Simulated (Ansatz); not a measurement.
# CH4BFOSi (SMILES O=CB[SiH2]F): B3LYP/6-31G(d) (spherical functions)

Aim: the vertical ionisation energy of CH4BFOSi at B3LYP/6-31G* (spherical functions), from 2 runs. 

Program for the calculation: Ansatz 0.2.0.

152 further runs of the same task are left out: 152 set aside as unsound or not needed.

### 1 The structure to begin with

The species is CH4BFOSi (9 atoms), meant as a singlet with charge 0. As SMILES, `O=CB[SiH2]F`. The shape is that of a PBE0-D4/def2-TZVP optimisation. This is one conformer, not always the lowest.

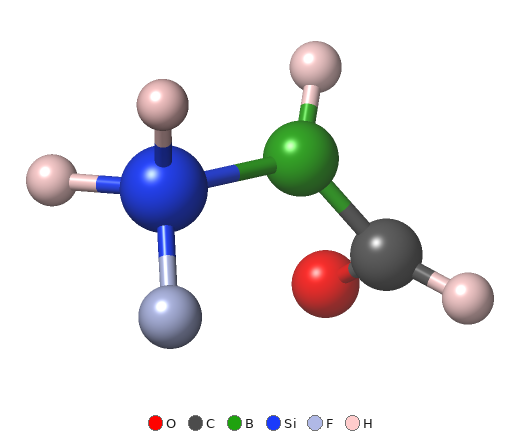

The structure, seen from a chosen angle (oxygen red, carbon dark grey, boron green, silicon blue, fluorine light blue, hydrogen pink).

### 2 A single-point energy at B3LYP/6-31G(d) (spherical functions)

The input, input.yaml:

```yaml
crystal:
  periodic: [false, false, false]
  atoms:
    - {symbol: O, position_ang: [-0.789500, 0.780400, 1.703800]}
    - {symbol: C, position_ang: [-0.128300, 1.442100, 0.910400]}
    - {symbol: B, position_ang: [0.628100, 0.188700, 0.495800]}
    - {symbol: Si, position_ang: [-0.077200, -1.007600, -0.945000]}
    - {symbol: F, position_ang: [-1.360800, -0.349200, -1.659700]}
    - {symbol: H, position_ang: [-0.262400, 2.525000, 0.778500]}
    - {symbol: H, position_ang: [1.608700, -0.084900, 1.121700]}
    - {symbol: H, position_ang: [0.964000, -1.202600, -1.991900]}
    - {symbol: H, position_ang: [-0.494200, -2.338100, -0.430900]}
basis:
  gaussian: {orbitals: 6-31G_st_-spherical.json}
total_charge: 0
output: {orbitals: {seedname: orbitals}}
accuracy: high
hamiltonian: {xc: {name: B3LYP}}
```

The basis set 6-31G* is read from a file made from the Basis Set Exchange's data (not shown).

Started as:

```
$ ansatz run input.yaml --threads 1 --pin off --max-ram 3480MiB --events-out events.jsonl --progress --plain --runs-dir runs
```

The program printed:

```text
Warning: RAYON_NUM_THREADS=1 ignored (pool sized by the plan → 1); use --threads N
Functional definition: B3LYP
  name "B3LYP"
  parameter a0 = 0.2
  parameter ax = 0.72
  parameter ac = 0.81
  exchange = (1 - a0 - ax)*slater_x + ax*b88_x + a0*exact_x
  correlation = (1 - ac)*vwn_rpa_c + ac*lyp_c
1897 factors; integrals over basis functions are off by at most 3.6e-9 eV
mean field evaluation 1: about -14416.0688 eV, gradient 4.4e1 eV
mean field evaluation 2: about -14404.5703 eV, gradient 9.0e1 eV
mean field evaluation 4: about -14419.5589 eV, gradient 4.9e0 eV
mean field evaluation 8: about -14419.7917 eV, gradient 7.9e-1 eV
mean field evaluation 16: about -14419.7935 eV, gradient 1.6e-4 eV
mean field -14419.79346896 eV, -529.9176358971 hartree, gradient 4.4e-8 eV, S^2 0.000000; 0 other end points of the search recorded, 0 dependent functions left out
reference -14419.79350898 eV, -529.9176373679 hartree; 23, 23 occupied and 59, 59 virtual orbitals, 1897 factors
Total energy: -14419.79350898 eV, -529.9176373679 hartree
```

It took 8.1 s on 1 thread of Arm Neoverse V2, shared host; peak memory 0.27 GiB.

### 3 The doublet cation at the same level

input.yaml, as its differences from that of step 2:

```diff
@@ -13,6 +13,12 @@
 basis:
-  gaussian: {orbitals: 6-31G_st_-spherical.json}
-total_charge: 0
-output: {orbitals: {seedname: orbitals}}
+  gaussian:
+    orbitals: 6-31G_st_-spherical.json
+total_charge: 1
+magnetization:
+  spin_polarized: true
+  initial_magnetization: 1
+hamiltonian:
+  xc: {name: B3LYP}
 accuracy: high
-hamiltonian: {xc: {name: B3LYP}}
+output:
+  orbitals: {seedname: orbitals}
```

The basis set 6-31G* is read from a file made from the Basis Set Exchange's data (not shown).

Started as:

```
$ ansatz run input.yaml --threads 1 --pin off --max-ram 3480MiB --events-out events.jsonl --progress --plain --runs-dir runs
```

The program printed:

```text
Warning: RAYON_NUM_THREADS=1 ignored (pool sized by the plan → 1); use --threads N
[... 7 set-up lines as earlier in the session ...]
1897 factors; integrals over basis functions are off by at most 3.6e-9 eV
mean field evaluation 1: about -14398.1814 eV, gradient 5.5e1 eV
mean field evaluation 2: about -14328.9141 eV, gradient 1.3e2 eV
mean field evaluation 4: about -14407.7524 eV, gradient 2.1e1 eV
mean field evaluation 8: about -14409.4344 eV, gradient 8.7e-1 eV
mean field evaluation 16: about -14409.6534 eV, gradient 3.3e-2 eV
mean field evaluation 32: about -14409.6534 eV, gradient 4.4e-6 eV
mean field -14409.65342596 eV, -529.5449961901 hartree, gradient 6.6e-8 eV, S^2 0.766559; 5 other end points of the search recorded, 0 dependent functions left out
reference -14409.65346486 eV, -529.5449976196 hartree; 23, 22 occupied and 59, 60 virtual orbitals, 1897 factors
Total energy: -14409.65346486 eV, -529.5449976196 hartree
```

It took 23 s on 1 thread of Arm Neoverse V2, shared host; peak memory 0.4 GiB.

### 4 Results

At B3LYP/6-31G* (spherical functions):

| quantity | value |
| --- | --- |
| singlet CH4BFOSi: total energy | -529.91764 Eh |
| singlet CH4BFOSi: HOMO energy | -7.71 eV |
| singlet CH4BFOSi: LUMO energy | -1.79 eV |
| singlet CH4BFOSi: HOMO–LUMO gap | 5.92 eV |
| doublet cation: total energy | -529.54500 Eh |
| doublet cation: HOMO energy (highest over α and β) | -14.25 eV |
| doublet cation: LUMO energy (lowest over α and β) | -12.54 eV |
| doublet cation: ⟨S²⟩ | 0.767 |
| vertical ionisation energy (to the doublet cation) | 10.140 eV |

What this shows: The vertical ionisation energy comes to 10.14 eV (234 kcal/mol). −ε(HOMO) before ionisation, 7.71 eV, is 2.43 eV below this ionisation energy.
